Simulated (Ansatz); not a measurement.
Geometry relaxation, with input and output: C16H7N2 (part 1 of 5)

The run: geometry relaxation of C16H7N2 (slab, 25 atoms in the cell). Method and program: DFT LDA, scalar-relativistic, plane waves, PAW, PAW set soft_1, spin-polarised (Ansatz 0.2.0).

The input holds or restrains some coordinates. Forces given for the steps count only the free coordinates. It belongs to a series of runs on one base structure; here: end point A relaxed.

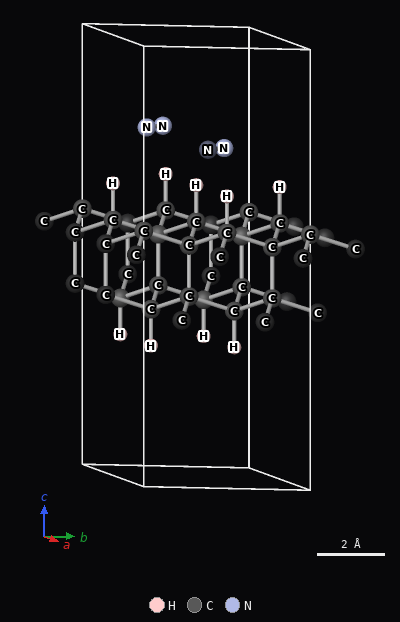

Figure 1. The structure as given in the input (ball-and-stick view of the cell of the calculation, with the vacuum cut short, seen slightly off an axis; neighbours outside the cell are drawn fainter). An atom can appear more than once, as a periodic image.

## Input file
```yaml
crystal:
  lattice:
    - [5.048742, 0.0, 0.0]
    - [2.524371, 4.372339, 0.0]
    - [0.0, 0.0, 17.776426]
  atoms:
    - { symbol: H, position: [0.1666667, 0.1666667, 0.0562543] }
    - { symbol: H, position: [0.6666667, 0.1666667, 0.0562543] }
    - { symbol: H, position: [0.1666667, 0.6666667, 0.0562543] }
    - { symbol: H, position: [0.6666667, 0.6666667, 0.0562543] }
    - { symbol: C, position: [0.1666667, 0.1666667, 0.118134] }
    - { symbol: C, position: [0.6666667, 0.1666667, 0.118134] }
    - { symbol: C, position: [0.1666667, 0.6666667, 0.118134] }
    - { symbol: C, position: [0.6666667, 0.6666667, 0.118134] }
    - { symbol: C, position: [-0.1666667, 0.3333333, 0.147121] }
    - { symbol: C, position: [0.3333333, 0.3333333, 0.147121] }
    - { symbol: C, position: [-0.1666667, 0.8333333, 0.147121] }
    - { symbol: C, position: [0.3333333, 0.8333333, 0.147121] }
    - { symbol: C, position: [-0.1666667, 0.3333333, 0.234082] }
    - { symbol: C, position: [0.3333333, 0.3333333, 0.234082] }
    - { symbol: C, position: [-0.1666667, 0.8333333, 0.234082] }
    - { symbol: C, position: [0.3333333, 0.8333333, 0.234082] }
    - { symbol: C, position: [0.0, 0.0, 0.2630689] }
    - { symbol: C, position: [0.5, 0.0, 0.2630689] }
    - { symbol: C, position: [0.0, 0.5, 0.2630689] }
    - { symbol: C, position: [0.5, 0.5, 0.2630689] }
    - { symbol: H, position: [0.5, 0.0, 0.3249487] }
    - { symbol: H, position: [0.0, 0.5, 0.3249487] }
    - { symbol: H, position: [0.5, 0.5, 0.3249487] }
    - { symbol: "N", position: [-0.0001891, 0.4833242, 0.4070799], spin: 1.0 }
    - { symbol: "N", position: [0.2522881, 0.2932504, 0.4127053] }
magnetization:
  spin_polarized: true
basis:
  ecutwfc: 420.0
kpoints:
  mp_grid: { grid: [3, 3, 1] }
hamiltonian:
  xc: lda
  pseudopotentials: { kind: paw, azcp: { folder: soft_1 } }
scf:
  occupations: { method: gaussian, width: 0.05 }
  lower_state_search: "off"
relax:
  f_tol: 0.03
  max_steps: 60
  adjacent_minimum: "off"
  constraints: [{ sites: [0, 1, 2, 3, 4, 5, 6, 7, 8, 9, 10, 11] }]
output:
  write_density: true
  write_potential: true
  elf: true
  volumetric_format: npy
```

Hardware: 2 threads of Arm Neoverse V2, 24 GiB of memory available, shared host.

Launch command:
```bash
ansatz run input.yaml --threads 2 --pin off --max-ram 5120MiB --backend cpu --events-out ev --progress --plain --runs-dir out
```

## Output
```
Warning: [file] the record states the generating functional pbe (its physics header spells it `PBE`), which answers neither for hamiltonian.xc's functional nor for the lda family's — results may be inconsistent (PPs are generated against a specific XC)
Warning: [file] the record states the generating functional pbe (its physics header spells it `PBE`), which answers neither for hamiltonian.xc's functional nor for the lda family's — results may be inconsistent (PPs are generated against a specific XC)
Warning: [file] the record states the generating functional pbe (its physics header spells it `PBE`), which answers neither for hamiltonian.xc's functional nor for the lda family's — results may be inconsistent (PPs are generated against a specific XC)
Engine: ansatz 0.2.0, aarch64-unknown-linux-gnu
Pseudopotentials: kind: paw
Pseudopotential: H, paw, valence charge 1, recommended cutoff 420 eV (normal), [file]
Pseudopotential: C, paw, valence charge 4, recommended cutoff 420 eV (normal), [file]
Pseudopotential: N, paw, valence charge 5, recommended cutoff 420 eV (normal), [file]
Functional definition: SPW92
  exchange = slater_x
  correlation = pw_c
Crystal: 25 atoms, lattice volume = 392.411 Å³
Basis set: ecut = 420 eV, 7721 PW (Γ)
Bands: 66, of which v1, the nominal top of the filled ones, is band 41 counted from 1 (40 counted from 0)
Symmetry: 1 space group operations
Space group: P1 (ITA 1), of the structure as read, at distance tolerance 7.3e-5 Å
Magnetic group: BNS 1.1 (UNI 1), of the structure as read, at distance tolerance 7.3e-5 Å
k-points: 5 of 9 (time reversal used)
Non-local potential: H, projectors of the file, l = 0: 2, l = 1: 1
Non-local potential: C, projectors of the file, l = 0: 2, l = 1: 2, l = 2: 1
Non-local potential: N, projectors of the file, l = 0: 2, l = 1: 2, l = 2: 1
PAW form: soft (Blöchl's): semilocal exchange-correlation on the pseudo side does not see the compensation charge
PAW frozen core: C, regenerated for the run's functional, and the local potential with it (the file was generated under x = pbe(κ = 0.804, μ = 0.2195149727645171), c = pbe(β = 0.06672455060314922))
PAW frozen core: N, regenerated for the run's functional, and the local potential with it (the file was generated under x = pbe(κ = 0.804, μ = 0.2195149727645171), c = pbe(β = 0.06672455060314922))
PAW one-centre angular grid: H, 110 points (default); XC on 64 Gauss nodes
PAW one-centre angular grid: C, 110 points (default); XC on 64 Gauss nodes
PAW one-centre angular grid: N, 110 points (default); XC on 64 Gauss nodes
Initial density: superposition of atomic densities (neutral atoms: chi_scale 0, normalization atom)
Starting moments: Σ|m| = 1 μB on 1 of 25 sites
Initial wavefunctions: pseudopotential atomic-orbital guess
Functional: x = slater, c = lda
SCF iter   1: F=—  HF=-4752.672623 eV  |F-HF|=—  |Δ(HF+E_count)|=         —  Δρ=4.48e-2 (↑4.29e-2 ↓4.48e-2)  dr2=2.83e1  dr2_m=4.07e-1  M=0.067 μB ∫|m|=0.358 μB  β_m=0.30  ethr=3.10e-3  ⟨swp⟩=7.5  Hψ=3443  notcnv=0  defer=113
preconditioner: auto → LDOS  [metal: Δε(μ)=0.042 eV  Ē_g=16.583 eV  σ=0.050 eV  W_gap=0.39  n_scr=64 (ndim 8)  ℏωp=16.9 eV  f_vac=0.531  D(μ)=18.31/eV (n_scr^D=178)]
spin=Collinear: LDOS preconditioning applied to the charge; magnetization (m = ρ↑ − ρ↓) channel mixes plain (no charge-response kernel on spin).
SCF iter   2: F=—  HF=-4747.000553 eV  |F-HF|=—  |Δ(HF+E_count)|=    5.67e0  Δρ=2.98e-2 (↑2.94e-2 ↓2.98e-2)  dr2=1.42e1  dr2_m=2.45e-1  M=0.258 μB ∫|m|=0.488 μB  β_m=0.30  ethr=3.10e-3  ⟨swp⟩=3.0  Hψ=1178  notcnv=0  defer=204
SCF iter   3: F=—  HF=-4742.554529 eV  |F-HF|=—  |Δ(HF+E_count)|=    4.45e0  Δρ=1.30e-2 (↑1.30e-2 ↓1.20e-2)  dr2=2.72e0  dr2_m=2.30e-1  M=0.652 μB ∫|m|=0.828 μB  β_m=0.30  ethr=3.10e-3  ⟨swp⟩=4.4  Hψ=1600  notcnv=0  defer=208
SCF iter   4: F=—  HF=-4742.234084 eV  |F-HF|=—  |Δ(HF+E_count)|=   3.20e-1  Δρ=1.06e-2 (↑9.67e-3 ↓1.06e-2)  dr2=1.18e0  dr2_m=2.40e-1  M=0.966 μB ∫|m|=1.109 μB  β_m=0.30  ethr=3.10e-3  ⟨swp⟩=3.1  Hψ=816  notcnv=0  defer=207
SCF iter   5: F=—  HF=-4742.168487 eV  |F-HF|=—  |Δ(HF+E_count)|=   6.56e-2  Δρ=8.46e-3 (↑5.30e-3 ↓8.46e-3)  dr2=3.77e-1  dr2_m=1.35e-1  M=1.000 μB ∫|m|=1.119 μB  β_m=0.30  ethr=1.46e-3  ⟨swp⟩=3.6  Hψ=810  notcnv=0  defer=197
SCF iter   6: F=—  HF=-4742.177135 eV  |F-HF|=—  |Δ(HF+E_count)|=   8.65e-3  Δρ=5.92e-3 (↑3.86e-3 ↓5.92e-3)  dr2=1.12e-1  dr2_m=7.24e-2  M=1.000 μB ∫|m|=1.101 μB  β_m=0.30  ethr=4.66e-4  ⟨swp⟩=2.5  Hψ=805  notcnv=0  defer=202
SCF iter   7: F=—  HF=-4742.191400 eV  |F-HF|=—  |Δ(HF+E_count)|=   1.43e-2  Δρ=4.27e-3 (↑2.75e-3 ↓4.27e-3)  dr2=2.37e-2  dr2_m=4.14e-2  M=1.000 μB ∫|m|=1.092 μB  β_m=0.30  ethr=1.38e-4  ⟨swp⟩=2.8  Hψ=843  notcnv=0  defer=205
Mixer restart at iter 7: flushing history
spin-set hold released at iteration 7 (site moments contracting): the magnetisation degrees of freedom join the quasi-Newton model from the next iteration; the mixer history was flushed
SCF iter   8: F=—  HF=-4742.207259 eV  |F-HF|=—  |Δ(HF+E_count)|=   1.59e-2  Δρ=2.90e-3 (↑2.48e-3 ↓2.90e-3)  dr2=8.60e-3  dr2_m=2.42e-2  M=1.000 μB ∫|m|=1.083 μB  β_m=0.56  ethr=2.93e-5  ⟨swp⟩=1.8  Hψ=822  notcnv=0  defer=205
SCF iter   9: F=—  HF=-4742.237924 eV  |F-HF|=—  |Δ(HF+E_count)|=   3.07e-2  Δρ=2.59e-3 (↑1.42e-3 ↓2.59e-3)  dr2=5.68e-2  dr2_m=4.26e-3  M=1.000 μB ∫|m|=1.066 μB  β_m=0.45  ethr=1.06e-5  ⟨swp⟩=2.7  Hψ=976  notcnv=0  defer=205
SCF iter  10: F=—  HF=-4742.232017 eV  |F-HF|=—  |Δ(HF+E_count)|=   5.91e-3  Δρ=4.02e-4 (↑4.02e-4 ↓3.97e-4)  dr2=1.02e-3  dr2_m=4.71e-4  M=1.000 μB ∫|m|=1.056 μB  β_m=0.42  ethr=1.06e-5  ⟨swp⟩=2.1  Hψ=1097  notcnv=0  defer=205
SCF iter  11: F=—  HF=-4742.231998 eV  |F-HF|=—  |Δ(HF+E_count)|=   1.92e-5  Δρ=2.60e-4 (↑2.60e-4 ↓2.51e-4)  dr2=1.24e-4  dr2_m=2.14e-4  M=1.000 μB ∫|m|=1.053 μB  β_m=0.55  ethr=1.25e-6  ⟨swp⟩=2.5  Hψ=888  notcnv=0  defer=205
SCF iter  12: F=—  HF=-4742.232176 eV  |F-HF|=—  |Δ(HF+E_count)|=   1.78e-4  Δρ=1.49e-4 (↑1.31e-4 ↓1.49e-4)  dr2=1.85e-4  dr2_m=5.94e-5  M=1.000 μB ∫|m|=1.050 μB  β_m=0.51  ethr=1.53e-7  ⟨swp⟩=3.0  Hψ=963  notcnv=0  defer=205
iter 13 did not close the SCF: its close was put off for the exchange–correlation potential of the local minority spin (scf_convergence_deferred on its scf_iter line)
SCF iter  13: F=-4742.232183 eV  HF=-4742.232184 eV  |F-HF|=1.34e-6  |Δ(HF+E_count)|=   7.83e-6  Δρ=4.86e-5 (↑4.44e-5 ↓4.86e-5)  dr2=7.44e-6  dr2_m=6.67e-6  M=1.000 μB ∫|m|=1.049 μB  β_m=0.58  ethr=2.78e-8  ⟨swp⟩=9.9  Hψ=4881  notcnv=0
iter 14 did not close the SCF: its close was put off for a magnetic moment that had not settled (scf_convergence_deferred on its scf_iter line)
SCF iter  14: F=-4742.232185 eV  HF=-4742.232188 eV  |F-HF|=3.23e-6  |Δ(HF+E_count)|=   4.27e-6  Δρ=2.35e-5 (↑2.07e-5 ↓2.35e-5)  dr2=4.63e-6  dr2_m=1.43e-6  M=1.000 μB ∫|m|=1.049 μB  β_m=0.56  ethr=9.18e-9  ⟨swp⟩=8.7  Hψ=4364  notcnv=0
iter 15 did not close the SCF: its close was put off for a magnetic moment that had not settled (scf_convergence_deferred on its scf_iter line)
SCF iter  15: F=-4742.232188 eV  HF=-4742.232188 eV  |F-HF|=4.90e-7  |Δ(HF+E_count)|=   1.84e-8  Δρ=1.15e-5 (↑1.15e-5 ↓1.03e-5)  dr2=8.84e-7  dr2_m=3.32e-7  M=1.000 μB ∫|m|=1.049 μB  β_m=0.55  ethr=5.71e-9  ⟨swp⟩=8.0  Hψ=4233  notcnv=0
SCF iter  16: F=-4742.232188 eV  HF=-4742.232188 eV  |F-HF|=1.08e-7  |Δ(HF+E_count)|=   1.36e-7  Δρ=5.56e-6 (↑5.35e-6 ↓5.56e-6)  dr2=1.98e-7  dr2_m=8.17e-8  M=1.000 μB ∫|m|=1.049 μB  ethr=1.09e-9  ⟨swp⟩=7.9  Hψ=4082  notcnv=0
SCF 1 converged in 16 iterations: F = -4742.232188 eV  dr2 = 1.98e-7
  greatest PAW one-centre occupation: 0.850 electrons in one spin orbital (limit 2), on the N atom at site 23 (counted from 0), in its partial waves of l = 0
relax step   1: F+E_penalty+E_count = -4742.23218837 eV  Δ(F+E_penalty+E_count) = +0.000e0 eV  max|allowed force component| = 4.836e0 eV/Å  Δτ_max = 0.0000 Å  (16 SCF iters, dr2 threshold 2.25e-5 eV, accepted)
Initial density: handed on by an earlier stage of this run
Starting moments: Σ|m| = 1 μB on 1 of 25 sites; this step starts from the density that it was given
[...]
Initial wavefunctions: those handed on with the density
preconditioner: auto → Resta (q_TF=auto, 2.097 Å⁻¹)  ε∞=2.2  [insulator: Δε(μ)=1.036 eV  Ē_g=15.206 eV  σ=0.050 eV  W_gap=1.00  n_scr=64 (ndim 8)  ℏωp=16.9 eV  f_vac=0.555  D(μ)=0.00/eV (n_scr^D=0)  ε∞_Penn≈2.2  vacuum switching on, ρ_ref=1.7e-2 e/Å³]
spin=Collinear: Resta preconditioning applied to the charge; magnetization (m = ρ↑ − ρ↓) channel mixes plain (no charge-response kernel on spin).
  greatest PAW one-centre occupation: 0.853 electrons in one spin orbital (limit 2), on the N atom at site 23 (counted from 0), in its partial waves of l = 0
relax step   2: F+E_penalty+E_count = -4743.21092674 eV  Δ(F+E_penalty+E_count) = -9.787e-1 eV  max|allowed force component| = 1.429e0 eV/Å  Δτ_max = 0.1949 Å  (7 SCF iters, dr2 threshold 1.00e-4 eV, accepted)
preconditioner: auto → Resta (q_TF=auto, 2.097 Å⁻¹)  ε∞=2.2  [insulator: Δε(μ)=0.815 eV  Ē_g=15.182 eV  σ=0.050 eV  W_gap=1.00  n_scr=64 (ndim 8)  ℏωp=16.9 eV  f_vac=0.551  D(μ)=0.00/eV (n_scr^D=0)  ε∞_Penn≈2.2  vacuum switching on, ρ_ref=1.7e-2 e/Å³]
spin=Collinear: Resta preconditioning applied to the charge; magnetization (m = ρ↑ − ρ↓) channel mixes plain (no charge-response kernel on spin).
  greatest PAW one-centre occupation: 0.854 electrons in one spin orbital (limit 2), on the N atom at site 23 (counted from 0), in its partial waves of l = 0
relax step   3: F+E_penalty+E_count = -4743.50028583 eV  Δ(F+E_penalty+E_count) = -2.894e-1 eV  max|allowed force component| = 6.420e-1 eV/Å  Δτ_max = 0.1974 Å  (7 SCF iters, dr2 threshold 1.00e-4 eV, accepted)
preconditioner: auto → Resta (q_TF=auto, 2.097 Å⁻¹)  ε∞=2.2  [insulator: Δε(μ)=0.753 eV  Ē_g=15.124 eV  σ=0.050 eV  W_gap=1.00  n_scr=64 (ndim 8)  ℏωp=16.9 eV  f_vac=0.547  D(μ)=0.00/eV (n_scr^D=0)  ε∞_Penn≈2.2  vacuum switching on, ρ_ref=1.7e-2 e/Å³]
spin=Collinear: Resta preconditioning applied to the charge; magnetization (m = ρ↑ − ρ↓) channel mixes plain (no charge-response kernel on spin).
relax step   4: F+E_penalty+E_count = -4743.62861394 eV  Δ(F+E_penalty+E_count) = -1.283e-1 eV  max|allowed force component| = 2.484e-1 eV/Å  Δτ_max = 0.1969 Å  (7 SCF iters, dr2 threshold 3.60e-5 eV, accepted)
preconditioner: auto → Resta (q_TF=auto, 2.097 Å⁻¹)  ε∞=2.2  [insulator: Δε(μ)=0.738 eV  Ē_g=15.097 eV  σ=0.050 eV  W_gap=1.00  n_scr=64 (ndim 8)  ℏωp=16.9 eV  f_vac=0.544  D(μ)=0.00/eV (n_scr^D=0)  ε∞_Penn≈2.2  vacuum switching on, ρ_ref=1.7e-2 e/Å³]
spin=Collinear: Resta preconditioning applied to the charge; magnetization (m = ρ↑ − ρ↓) channel mixes plain (no charge-response kernel on spin).
relax step   5: F+E_penalty+E_count = -4743.67881225 eV  Δ(F+E_penalty+E_count) = -5.020e-2 eV  max|allowed force component| = 1.896e-1 eV/Å  Δτ_max = 0.1939 Å  (8 SCF iters, dr2 threshold 9.24e-6 eV, accepted)
preconditioner: auto → Resta (q_TF=auto, 2.097 Å⁻¹)  ε∞=2.3  [insulator: Δε(μ)=0.737 eV  Ē_g=15.082 eV  σ=0.050 eV  W_gap=1.00  n_scr=64 (ndim 8)  ℏωp=16.9 eV  f_vac=0.541  D(μ)=0.00/eV (n_scr^D=0)  ε∞_Penn≈2.3  vacuum switching on, ρ_ref=1.6e-2 e/Å³]
spin=Collinear: Resta preconditioning applied to the charge; magnetization (m = ρ↑ − ρ↓) channel mixes plain (no charge-response kernel on spin).
relax step   6: F+E_penalty+E_count = -4743.70182616 eV  Δ(F+E_penalty+E_count) = -2.301e-2 eV  max|allowed force component| = 5.983e-2 eV/Å  Δτ_max = 0.2000 Å  (8 SCF iters, dr2 threshold 5.38e-6 eV, accepted)
preconditioner: auto → Resta (q_TF=auto, 2.097 Å⁻¹)  ε∞=2.3  [insulator: Δε(μ)=0.740 eV  Ē_g=15.070 eV  σ=0.050 eV  W_gap=1.00  n_scr=64 (ndim 8)  ℏωp=16.9 eV  f_vac=0.540  D(μ)=0.00/eV (n_scr^D=0)  ε∞_Penn≈2.3  vacuum switching on, ρ_ref=1.6e-2 e/Å³]
spin=Collinear: Resta preconditioning applied to the charge; magnetization (m = ρ↑ − ρ↓) channel mixes plain (no charge-response kernel on spin).
relax step   7: F+E_penalty+E_count = -4743.70594960 eV  Δ(F+E_penalty+E_count) = -4.123e-3 eV  max|allowed force component| = 2.936e-2 eV/Å  Δτ_max = 0.1536 Å  (9 SCF iters, accepted)
preconditioner: auto → Resta (q_TF=auto, 2.097 Å⁻¹)  ε∞=2.3  [insulator: Δε(μ)=0.740 eV  Ē_g=15.073 eV  σ=0.050 eV  W_gap=1.00  n_scr=64 (ndim 8)  ℏωp=16.9 eV  f_vac=0.540  D(μ)=0.00/eV (n_scr^D=0)  ε∞_Penn≈2.3  vacuum switching on, ρ_ref=1.6e-2 e/Å³]
spin=Collinear: Resta preconditioning applied to the charge; magnetization (m = ρ↑ − ρ↓) channel mixes plain (no charge-response kernel on spin).
relax step   8: F+E_penalty+E_count = -4743.70620923 eV  Δ(F+E_penalty+E_count) = -2.596e-4 eV  max|allowed force component| = 1.016e-1 eV/Å  Δτ_max = 0.0387 Å  (9 SCF iters, accepted)
preconditioner: auto → Resta (q_TF=auto, 2.097 Å⁻¹)  ε∞=2.3  [insulator: Δε(μ)=0.740 eV  Ē_g=15.076 eV  σ=0.050 eV  W_gap=1.00  n_scr=64 (ndim 8)  ℏωp=16.9 eV  f_vac=0.540  D(μ)=0.00/eV (n_scr^D=0)  ε∞_Penn≈2.3  vacuum switching on, ρ_ref=1.6e-2 e/Å³]
spin=Collinear: Resta preconditioning applied to the charge; magnetization (m = ρ↑ − ρ↓) channel mixes plain (no charge-response kernel on spin).
relax step   9: F+E_penalty+E_count = -4743.70651620 eV  Δ(F+E_penalty+E_count) = -3.070e-4 eV  max|allowed force component| = 7.262e-2 eV/Å  Δτ_max = 0.0302 Å  (7 SCF iters, dr2 threshold 2.48e-6 eV, accepted)
preconditioner: auto → Resta (q_TF=auto, 2.097 Å⁻¹)  ε∞=2.3  [insulator: Δε(μ)=0.742 eV  Ē_g=15.088 eV  σ=0.050 eV  W_gap=1.00  n_scr=64 (ndim 8)  ℏωp=16.9 eV  f_vac=0.540  D(μ)=0.00/eV (n_scr^D=0)  ε∞_Penn≈2.3  vacuum switching on, ρ_ref=1.7e-2 e/Å³]
spin=Collinear: Resta preconditioning applied to the charge; magnetization (m = ρ↑ − ρ↓) channel mixes plain (no charge-response kernel on spin).
relax step  10: F+E_penalty+E_count = -4743.70746020 eV  Δ(F+E_penalty+E_count) = -9.440e-4 eV  max|allowed force component| = 1.662e-1 eV/Å  Δτ_max = 0.1956 Å  (8 SCF iters, dr2 threshold 2.70e-6 eV, accepted)
preconditioner: auto → Resta (q_TF=auto, 2.097 Å⁻¹)  ε∞=2.3  [insulator: Δε(μ)=0.742 eV  Ē_g=15.080 eV  σ=0.050 eV  W_gap=1.00  n_scr=64 (ndim 8)  ℏωp=16.9 eV  f_vac=0.540  D(μ)=0.00/eV (n_scr^D=0)  ε∞_Penn≈2.3  vacuum switching on, ρ_ref=1.6e-2 e/Å³]
spin=Collinear: Resta preconditioning applied to the charge; magnetization (m = ρ↑ − ρ↓) channel mixes plain (no charge-response kernel on spin).
relax step  11: F+E_penalty+E_count = -4743.70768406 eV  Δ(F+E_penalty+E_count) = -2.239e-4 eV  max|allowed force component| = 5.051e-2 eV/Å  Δτ_max = 0.0106 Å  (6 SCF iters, dr2 threshold 1.41e-5 eV, accepted)
preconditioner: auto → Resta (q_TF=auto, 2.097 Å⁻¹)  ε∞=2.3  [insulator: Δε(μ)=0.742 eV  Ē_g=15.082 eV  σ=0.050 eV  W_gap=1.00  n_scr=64 (ndim 8)  ℏωp=16.9 eV  f_vac=0.540  D(μ)=0.00/eV (n_scr^D=0)  ε∞_Penn≈2.3  vacuum switching on, ρ_ref=1.6e-2 e/Å³]
spin=Collinear: Resta preconditioning applied to the charge; magnetization (m = ρ↑ − ρ↓) channel mixes plain (no charge-response kernel on spin).
relax step  12: F+E_penalty+E_count = -4743.70775426 eV  Δ(F+E_penalty+E_count) = -7.020e-5 eV  max|allowed force component| = 3.453e-3 eV/Å  Δτ_max = 0.0178 Å  (8 SCF iters, accepted)
preconditioner: auto → Resta (q_TF=auto, 2.097 Å⁻¹)  ε∞=2.3  [insulator: Δε(μ)=0.742 eV  Ē_g=15.084 eV  σ=0.050 eV  W_gap=1.00  n_scr=64 (ndim 8)  ℏωp=16.9 eV  f_vac=0.540  D(μ)=0.00/eV (n_scr^D=0)  ε∞_Penn≈2.3  vacuum switching on, ρ_ref=1.7e-2 e/Å³]
spin=Collinear: Resta preconditioning applied to the charge; magnetization (m = ρ↑ − ρ↓) channel mixes plain (no charge-response kernel on spin).
relax step  13: F+E_penalty+E_count = -4743.70781012 eV  Δ(F+E_penalty+E_count) = -5.587e-5 eV  max|allowed force component| = 2.756e-2 eV/Å  Δτ_max = 0.0473 Å  (9 SCF iters, accepted)
preconditioner: auto → Resta (q_TF=auto, 2.097 Å⁻¹)  ε∞=2.3  [insulator: Δε(μ)=0.741 eV  Ē_g=15.084 eV  σ=0.050 eV  W_gap=1.00  n_scr=64 (ndim 8)  ℏωp=16.9 eV  f_vac=0.540  D(μ)=0.00/eV (n_scr^D=0)  ε∞_Penn≈2.3  vacuum switching on, ρ_ref=1.7e-2 e/Å³]
spin=Collinear: Resta preconditioning applied to the charge; magnetization (m = ρ↑ − ρ↓) channel mixes plain (no charge-response kernel on spin).
```
